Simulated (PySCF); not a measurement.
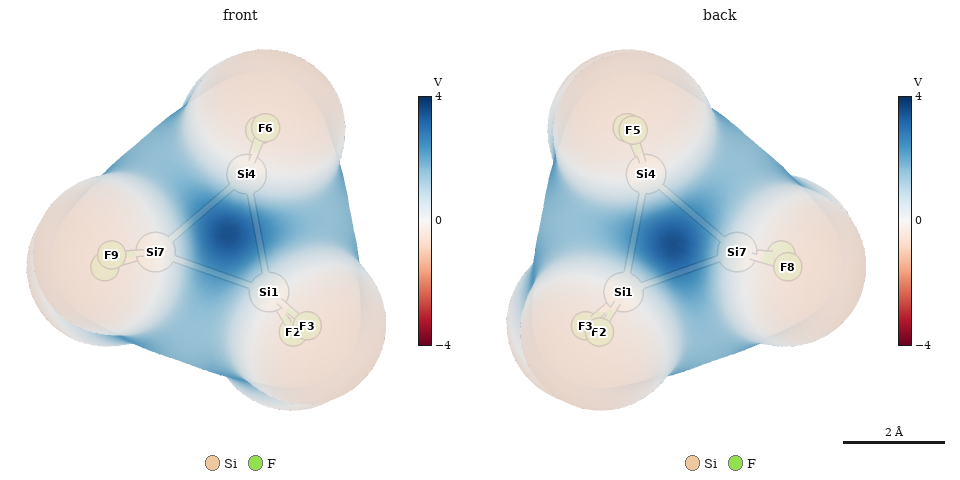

The picture shows: F₆Si₃ (cyclo-(SiF2)3). The electrostatic potential painted on the density surface at 0.002 e/bohr³, seen from the front and from behind; the colour scale runs from red (negative) to blue (positive).

Geometry: PBE0-D3(BJ)/def2-SVP.

Method: PBE0/pcSseg-1, SCF density, gas phase, non-relativistic (PySCF 2.14.0).

Input

```
{"job": {"kind": "nmr", "xc": "PBE0", "basis": "pcSseg-1"}, "charge": 0, "multiplicity": 1}
Si    -0.295251     0.919294    -0.974736
F     -0.042748     0.681684    -2.552238
F     -0.944170     2.387836    -0.807412
Si    -0.929755    -0.932958     0.390356
F     -1.233598    -2.406727    -0.192414
F     -1.968298    -0.663078     1.597728
Si     1.267158    -0.012452     0.575233
F      2.554445    -0.822381     0.032690
F      1.724968     0.779342     1.905143
```

Launched as:

```sh
OMP_NUM_THREADS=1 python probes_run.py task.json out
```

Question: Which sites attract a positive test charge, and which a negative one?

Answer: A positive charge is drawn to the negative regions and a negative charge to the positive ones. The most negative region (about −0.5 V) lies over the F atoms, the most positive (about +3.4 V) over Si1, Si4 and Si7.
